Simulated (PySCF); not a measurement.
## C$_{2}$H$_{6}$OSSi$_{2}$: NMR shielding calculation

- system: C$_{2}$H$_{6}$OSSi$_{2}$
- method: GIAO CAM-B3LYP/pcSseg-1 NMR shielding, non-relativistic, gas phase (PySCF 2.14.0)

The geometry comes from this level: PBE0-D3(BJ)/def2-SVP. Figures and captions count atoms from 1; the log counts them from 0 in places.

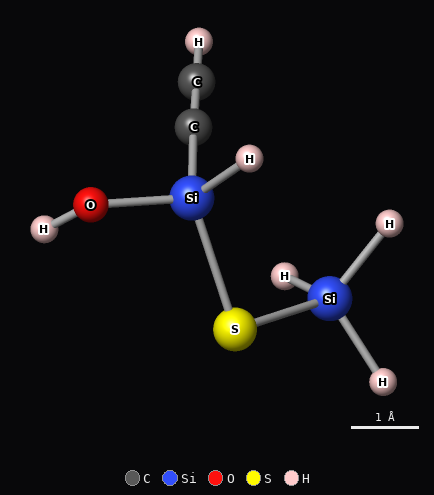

Fig. 1: The input geometry (ball-and-stick view, seen at a tilt).

### Summary

| quantity | value |
| --- | --- |
| outcome | converged |
| total energy | −1132.159028 hartree |
| HOMO | −8.85 eV |
| LUMO | 0.36 eV |
| dipole moment | 2.64 D |
| isotropic shielding, C | 75.4 to 94.6 ppm |
| isotropic shielding, Si | 370.2 to 398.6 ppm |
| isotropic shielding, O | 278.5 ppm |
| isotropic shielding, S | 772.7 ppm |
| isotropic shielding, H | 26.3 to 29.6 ppm |
| hardware | 1 CPU thread, shared host |
| wall time | 36 s |
| peak memory | 0.89 GiB |

### Input file
```
{"job": {"kind": "nmr", "xc": "CAM-B3LYP", "basis": "pcSseg-1", "pop": false}, "charge": 0, "multiplicity": 1}
C      1.164762    -1.259636     1.266473
C      1.148028    -0.475455     0.335072
Si     1.059791     0.710671    -1.062302
O      2.168205     0.367532    -2.238884
S     -0.913155     0.594401    -1.901496
Si    -2.090937     0.164419    -0.148931
H      1.186169    -1.952612     2.089318
H      1.385509     2.073635    -0.585827
H      2.100730    -0.494285    -2.662008
H     -1.685272     1.032922     0.994220
H     -3.492175     0.478471    -0.549183
H     -1.993784    -1.268564     0.248549
```

The first line tells a small driver script what to run in PySCF; the rest is the geometry in Å.

Launched with:
```bash
OMP_NUM_THREADS=1 python <driver script> task.json out
```

### What the program printed
```
coarse grid: 11856 points
cycle   1  E = -1131.9870517650  dE =  4.797e-01  |g| = 7.738e-01  |ddm| = 3.270e+00
cycle   2  E = -1131.9448169615  dE =  4.223e-02  |g| = 9.590e-01  |ddm| = 1.320e+00
cycle   3  E = -1132.1066272051  dE = -1.618e-01  |g| = 9.575e-02  |ddm| = 7.410e-01
cycle   4  E = -1132.1084716632  dE = -1.844e-03  |g| = 2.978e-02  |ddm| = 1.088e-01
cycle   5  E = -1132.1086724333  dE = -2.008e-04  |g| = 4.454e-03  |ddm| = 3.903e-02
cycle   6  E = -1132.1086770413  dE = -4.608e-06  |g| = 1.276e-03  |ddm| = 9.279e-03
final grid: 101456 points
cycle   7  E = -1132.1590273955  dE = -1.198e-05  |g| = 1.717e-03  |ddm| = 1.204e-02
cycle   8  E = -1132.1590276415  dE = -2.460e-07  |g| = 1.263e-03  |ddm| = 3.286e-03
cycle   9  E = -1132.1590279249  dE = -2.834e-07  |g| = 4.285e-04  |ddm| = 1.368e-03
cycle  10  E = -1132.1590279613  dE = -3.635e-08  |g| = 1.195e-04  |ddm| = 3.129e-04
cycle  11  E = -1132.1590279645  dE = -3.181e-09  |g| = 4.993e-05  |ddm| = 1.339e-04
cycle  12  E = -1132.1590279650  dE = -5.384e-10  |g| = 1.114e-05  |ddm| = 4.453e-05
```

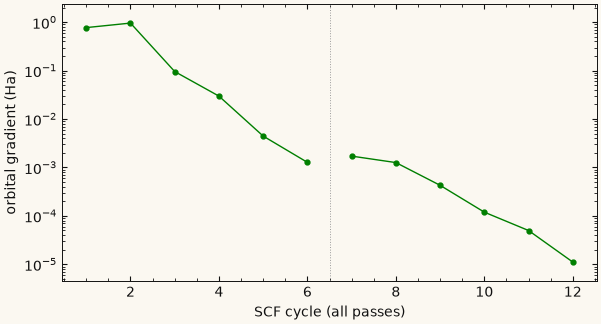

Fig. 2: Convergence of the self-consistent field: orbital gradient against the SCF cycle. The dotted line marks the change from a coarse to the final integration grid. The first 6 cycles use a coarse grid, the final grid takes over at cycle 7, and the field converges after 12 cycles in all.

```
converged SCF energy = -1132.1590279650

GIAO shielding tensors (ppm)
atom      isotropic    diamagn.    paramagn.     s11        s22        s33       span
  0 C       75.424     261.864    -186.440     -4.883     -2.640    233.795    238.678
  1 C       94.614     263.891    -169.278     -5.092     -4.068    293.001    298.093
  2 Si     370.196     878.834    -508.638    317.819    371.568    421.201    103.382
  3 O      278.518     386.292    -107.774    264.859    275.318    295.377     30.518
  4 S      772.658    1060.870    -288.213    658.922    770.590    888.460    229.538
  5 Si     398.626     879.275    -480.649    358.126    395.462    442.289     84.163
  6 H       28.731      32.454      -3.723     23.892     24.480     37.820     13.928
  7 H       26.263      28.190      -1.927     23.010     23.888     31.891      8.880
  8 H       29.605      30.281      -0.676     22.325     25.533     40.956     18.631
  9 H       26.980      30.124      -3.144     23.724     25.114     32.102      8.377
 10 H       26.874      28.154      -1.280     23.013     24.633     32.976      9.963
 11 H       26.881      30.410      -3.529     23.327     25.390     31.925      8.598
```

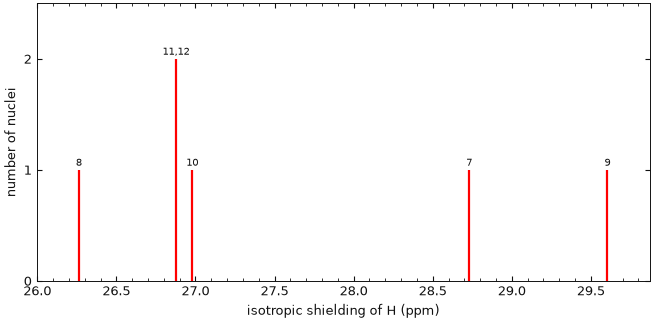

Fig. 3: Isotropic shieldings of the hydrogen nuclei in this fixed geometry, labelled by atom number; shielding grows to the right, so chemical shift grows to the left. The least shielded is H8 (26.3 ppm), the most shielded H9 (29.6 ppm).
